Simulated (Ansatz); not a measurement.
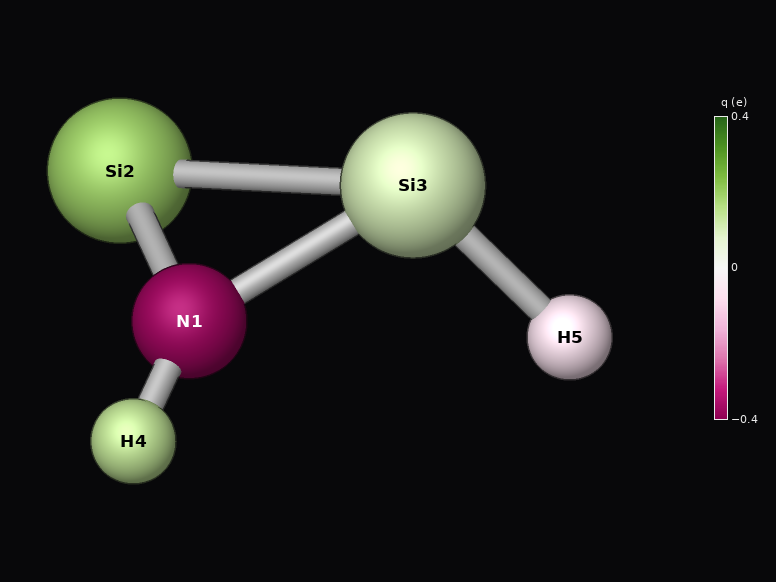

Atoms are coloured by their Mulliken charges. Charge 0, doublet. The geometry was computed by an optimisation with PBE-D4/def2-SVP. No frequency run is at hand to confirm it as a minimum. Method: UKS PBE-D4/def2-SVP (Ansatz 0.2.0).

List the Mulliken charges.

| atom | value (e) |
| --- | --- |
| N1 | −0.37 |
| Si2 | 0.19 |
| Si3 | 0.10 |
| H4 | 0.14 |
| H5 | −0.06 |

Mulliken values depend strongly on the basis set and can even reverse the polarity of a bond.
